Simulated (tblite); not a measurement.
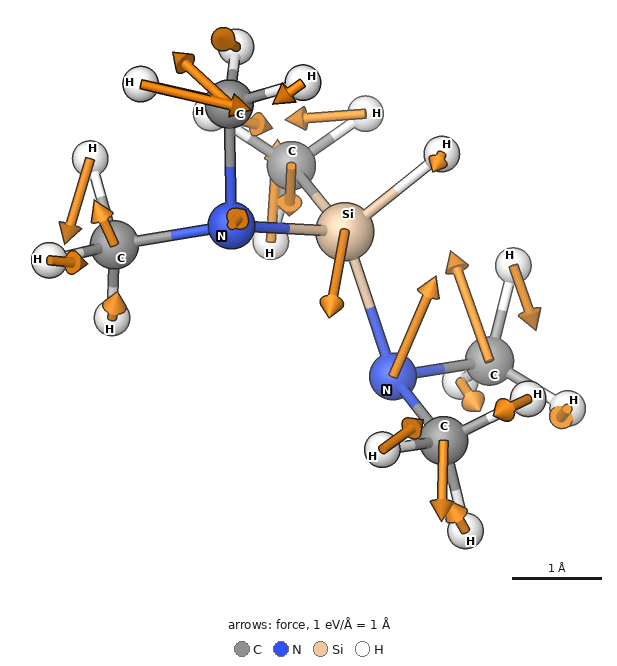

Starting geometry of C5H16N2Si with the computed forces as orange arrows. The picture is a ball-and-stick view, seen from a free direction.

Theory: GFN2-xTB geometry optimisation, gas phase (tblite). 

### Is this structure relaxed? If not, where do the atoms go?

It isn't relaxed: the largest force vector, on a C atom, is 1.41 eV/Å. The final displacements have little in common with the starting forces (cosine between the two patterns 0.28). The energy falls by 30.6 kcal/mol in 175 geometry steps. The largest move after the best rigid fit is that of an H atom, 1.30 Å. Largest moves by element: H 1.30 Å, C 0.66 Å, Si 0.43 Å, N 0.40 Å. Among the contacts that change: N–Si 1.776 → 1.723 Å, C–H 1.132 → 1.095 Å, C–N 1.474 → 1.440 Å, C–H 1.116 → 1.085 Å. Bond angles that change, for instance: C–N–Si 105.6° → 122.2°, Si–N–C 106.3° → 121.0°, N–Si–N 114.6° → 104.7°. Groups turn about C–Si by about 30°. Cost: 1.4 s on 1 thread of Arm Neoverse V2, with other jobs on the host.
